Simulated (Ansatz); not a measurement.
# CHF2 (charge +1): what the fields show

Input file:

```
crystal:
  periodic: [false, false, false]
  atoms:
    - {symbol: F, position_ang: [-1.067726, 0.183542, -0.207163]}
    - {symbol: C, position_ang: [0.084548, -0.025069, -0.001115]}
    - {symbol: F, position_ang: [-1.731807, 1.830743, -0.021079]}
    - {symbol: H, position_ang: [0.848094, 0.734487, 0.314649]}
basis:
  gaussian: {orbitals: def2-TZVPP}
total_charge: 1
hamiltonian: {xc: pbe0, dispersion: d4}
output: {orbitals: {seedname: orbitals}}
```

Run with:

```sh
ansatz run in.yaml --threads 2 --pin off --events-out ev --progress --plain --max-ram 4352MiB
```

Geometry: PBE0-D4/def2-TZVP; at this geometry the atoms fall into two loosely joined parts.

Theory: RKS PBE0-D4/def2-TZVPP (Ansatz).

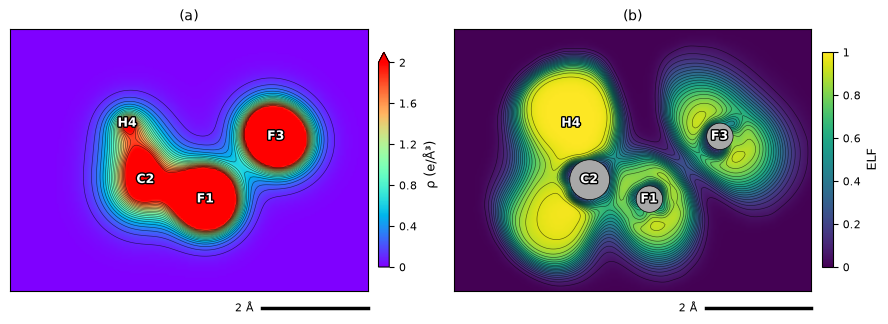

Figure 1. (a) total electron density; (b) ELF on the molecular plane. Grey discs cover the atomic cores in the ELF map.

### Interpret the plot.

Atoms in the plane: F, C and H.
C–F (1.19 Å): ρ is about 3.5 e/Å³ halfway; the ELF peaks at about 0.85 between the atoms; a polar covalent bond.
C–H (1.12 Å): ρ is about 2.1 e/Å³ halfway; the ELF is about 1 at the midpoint: an ordinary covalent bond to hydrogen.
The ELF also peaks beside F1 and C2, away from the bonds: lone-pair regions.

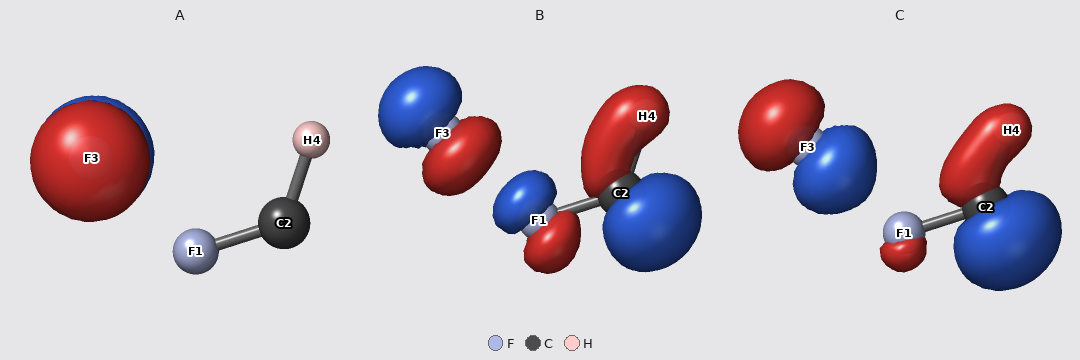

Figure 2. Three frontier orbitals at ±0.2 Å⁻³ᐟ² (blue and red are the two phases), in no order.

### Which picture is the HOMO−1, the HOMO and the LUMO?

A is the HOMO−1 (−17.76 eV). It lies mainly on F3 (about 100 %); it changes sign across the molecular plane (π type). C is the HOMO (−17.21 eV). It lies mainly on F3 (about 50 %), C2 (about 40 %) and F1 (about 5 %); it is symmetric in the molecular plane (an in-plane orbital: σ, lone-pair or in-plane π type). B is the LUMO (−14.09 eV). By Hirshfeld shares it lies mainly on F3 (about 40 %), C2 (about 35 %), F1 (about 20 %) and H4 (about 5 %); it is symmetric in the molecular plane (an in-plane orbital: σ, lone-pair or in-plane π type).

### What is the HOMO–LUMO gap?

3.12 eV between the orbital energies.
